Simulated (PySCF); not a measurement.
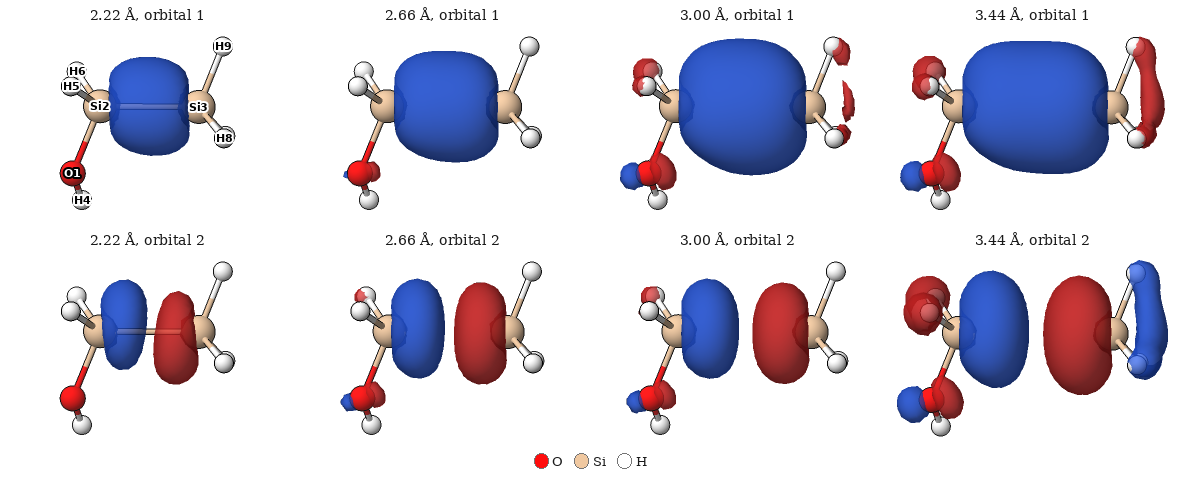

H$_{6}$OSi$_{2}$, SMILES `O[SiH2][SiH3]`. Rigid stretch of the Si2–Si3 bond. The two CASSCF(2,2) natural orbitals nearest half filling (orbital 1 the more occupied).

Level of theory: def2-SVP basis (PySCF), at a geometry from GFN2-xTB. No frequency check shows the geometry to be a minimum.

The calculation's input:

```python
import numpy as np
from pyscf import gto, scf, mcscf

mol = gto.M(atom='''
O     -1.72052     0.71869    -0.09017
Si    -0.68917    -0.54208     0.01578
Si     1.50898     0.14826    -0.00776
H     -1.73296     1.43010     0.54254
H     -1.12527    -1.30570    -1.14938
H     -1.01658    -1.30714     1.22993
H      1.83356     1.08137     1.08280
H      1.90164     0.84967    -1.23508
H      2.42638    -0.98437     0.13833
''', basis='def2-svp', charge=0, spin=0, verbose=4)
# stretch the bond between atoms 2 and 3, from long to short, fragments rigid
a, b, move = 1, 2, [2, 6, 7, 8]
xyz = mol.atom_coords(unit='Angstrom')
u = xyz[b] - xyz[a]
r0 = np.linalg.norm(u)
rows, last, dm_u = [], None, None
for r in [6.22, 4.88, 4.0, 3.44, 3.0, 2.66, 2.44, 2.22, 2.04]:
    new = xyz.copy()
    new[move] += u / r0 * (r - r0)
    m = mol.set_geom_(new, unit='Angstrom', inplace=False)
    rhf = scf.RHF(m).density_fit(auxbasis='def2-universal-jkfit').run()
    uhf = scf.UHF(m).density_fit(auxbasis='def2-universal-jkfit').newton()
    if dm_u is None:
        c = rhf.mo_coeff
        h = m.nelectron // 2 - 1
        ca, cb = c.copy(), c.copy()
        ca[:, h], cb[:, h] = (c[:, h] + c[:, h + 1]) / 2**.5, (c[:, h] - c[:, h + 1]) / 2**.5
        dm_u = np.array([x[:, :h + 1] @ x[:, :h + 1].T for x in (ca, cb)])
    uhf.kernel(dm0=dm_u)
    for _ in range(3):
        c, _, stable, _ = uhf.stability(return_status=True)
        if stable:
            break
        uhf.kernel(c, uhf.mo_occ)
    dm_u = uhf.make_rdm1()
    mc = mcscf.CASSCF(rhf, 2, 2)
    mc.natorb = True
    mc.fix_spin_(ss=0)
    guess = mcscf.addons.make_natural_orbitals(uhf)[1] if last is None else mcscf.project_init_guess(mc, last.mo_coeff, last.mol)
    mc.kernel(guess)
    last = mc
    act = slice(mc.ncore, mc.ncore + mc.ncas)
    print('r %.3f  RHF %.6f  UHF %.6f  <S^2> %.3f  CASSCF %.6f  occupations' % (r, rhf.e_tot, uhf.e_tot, uhf.spin_square()[0], mc.e_tot), mc.mo_occ[act].round(4))
    rows.append((new, rhf.e_tot, uhf.e_tot, uhf.spin_square()[0], mc.e_tot, mc.mo_occ[act], mc.mo_coeff[:, act], dm_u[0] - dm_u[1], rhf.converged and uhf.converged and mc.converged))
    np.savez('result.npz', **{k: [row[i] for row in rows] for i, k in enumerate('xyz rhf uhf s2 cas occ c spin ok'.split())})
```

Run with:

```sh
OMP_NUM_THREADS=1 python input.py
```

The run took 4.3 min on 1 thread of Intel(R) Xeon(R) Processor @ 2.50GHz (Skylake/Cascade Lake), on a shared host, peak memory 0.21 GiB.

How do the occupations change along the stretch?

Answer. 2.22 Å: 1.99 and 0.01; 2.66 Å: 1.97 and 0.03; 3.00 Å: 1.93 and 0.07; 3.44 Å: 1.84 and 0.16. At the longest distance computed (6.22 Å) they are 1.04 and 0.96, and the effective number of unpaired electrons is 2.0.

Where does the UHF solution part from RHF?

Answer. Between 3.00 Å (⟨S²⟩ = 0, the two coincide) and 3.44 Å (⟨S²⟩ = 0.51); at 6.22 Å ⟨S²⟩ is 1.01 and UHF lies 3.8 eV below RHF.

How much energy does the stretch cost?

Answer. By CASSCF, 2.8 eV from the lowest point of the scan (2.44 Å) to 6.22 Å; RHF gives 6.2 eV from its own lowest point. The fragments aren't relaxed and dynamic correlation is missing, so this isn't a bond dissociation energy.
